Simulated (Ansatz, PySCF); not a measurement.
Dissociation curve of CLi (anion, charge -1), lowest singlet found (which spin is the ground state isn't settled by this scan).

RKS-B3LYP/3-21G = restricted B3LYP/3-21G (PySCF 2.14.0); RKS-B3LYP/6-31G* = restricted B3LYP/6-31G*, spherical d in PySCF 2.14.0; RMP2 = Ansatz (a first-principles code) with MP2 on RHF/aug-cc-pVDZ, frozen core; RKS-PBE = Ansatz with restricted PBE/aug-cc-pVDZ; RCCSD = CCSD on RHF/aug-cc-pVDZ, frozen core (Ansatz).

Energies are in kcal/mol, each relative to the lowest point of its own curve between 1.77 and 2.56 Å, where full CI is lowest.

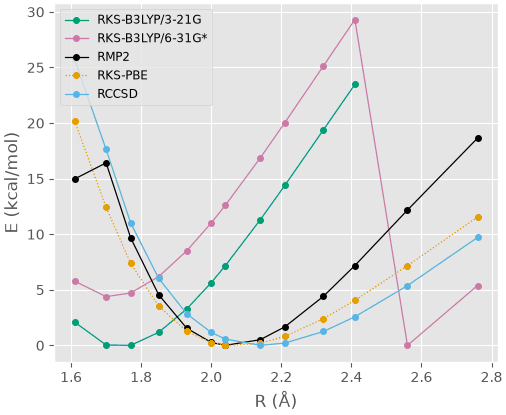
Energy against bond length for each method.

```tsv
R / Å	RKS-B3LYP/3-21G	RKS-B3LYP/6-31G*	RMP2	RKS-PBE	RCCSD
1.61	2.1	5.8	15.0	20.2	25.7
1.70	0.0	4.4	16.4	12.4	17.6
1.77	0.0	4.7	9.7	7.4	11.0
1.85	1.2	6.2	4.5	3.5	6.0
1.93	3.3	8.5	1.5	1.3	2.8
2.00	5.6	11.0	0.3	0.3	1.2
2.04	7.2	12.6	0.0	0.0	0.6
2.14	11.3	16.9	0.5	0.2	0.0
2.21	14.4	20.0	1.7	0.8	0.2
2.32	19.4	25.1	4.4	2.4	1.2
2.41	23.5	29.3	7.2	4.0	2.6
2.56	—	0.0	12.2	7.2	5.4
2.76	—	5.4	18.6	11.5	9.7
```

At the longest distance, 2.76 Å, RMP2 lies highest above its minimum (18.6 kcal/mol) and RKS-B3LYP/6-31G* lowest (5.4 kcal/mol).

A dash means that the run gave no value there, or that the column was ended at a point which the program doubted or which failed a test of continuity chosen for this set; such a test can also cut sound points.

The scan ran from 1.46 to 6.92 Å; beyond the distances shown full CI changes its symmetry label. The restricted form behind RKS-B3LYP/3-21G, RKS-B3LYP/6-31G*, RMP2, RKS-PBE keeps the bonding electrons paired and can't separate into open-shell fragments. Where the anion isn't bound against loss of the electron, the finite basis alone holds it. The T1 diagnostic of CCSD on the restricted reference of RMP2, RCCSD exceeds 0.045 at 1.61 to 2.76 Å. At the minimum RCCSD lies far from FCI: another state is possible.
